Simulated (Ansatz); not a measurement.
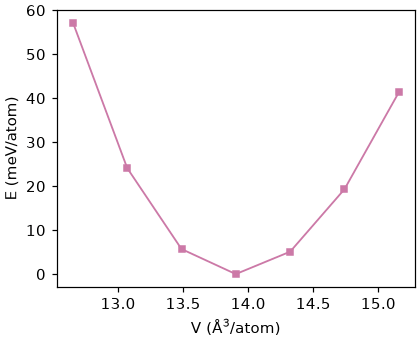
Figure: TiSi$_{2}$ in space group Cmcm (No. 63; Si on 4c, Si on 4c, Ti on 4c) under volume change, the program Ansatz at the PBEsol level (PAW), shape and atoms relaxed at each volume.

**Question.** What does a third-order Birch–Murnaghan fit give for V₀, B₀ and B′?

**Answer.** V₀ = 13.91 Å³/atom, B₀ = 137 GPa, B′ = 4.3.

The cell was relaxed with PBEsol under the symmetry of its start. No spin polarisation was allowed.

Potentials: the later of the program's two PAW sets.
